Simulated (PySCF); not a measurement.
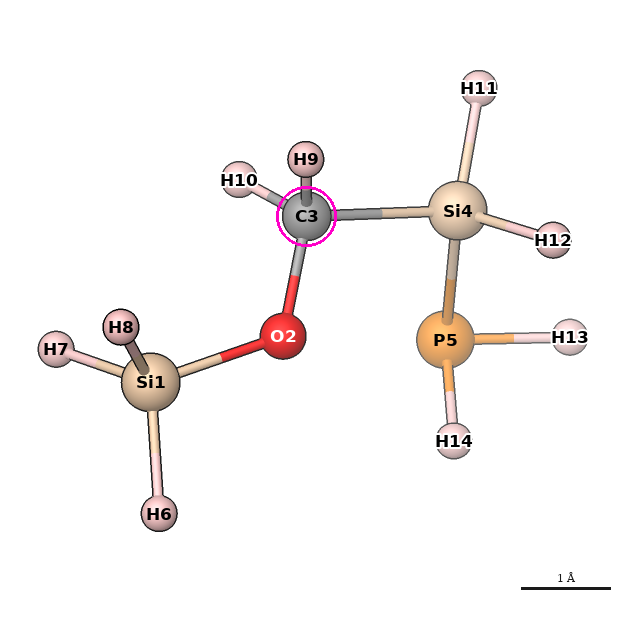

Orthographic view. Depth is shown by fading: the farther an atom, the more it takes the colour of the background. The geometry was computed by an optimisation with PBE0-D3(BJ)/def2-SVP. No frequency run is at hand to confirm it as a minimum.

Question: Which atoms are bonded to the circled atom?

Answer: The circled atom is C3; it is bonded to O2, Si4, H9, H10.

Question: Which atom is nearest the viewer?

Answer: H8, 2.5 Å in front of the mean position.

Question: Of C3 and H10, which is nearer the viewer?

Answer: C3; the bond to H10 points away from the viewer, so it looks shorter than its 1.11 Å.

Question: Which two atoms are farthest apart in space?

Answer: H8 and H13, 7.14 Å.
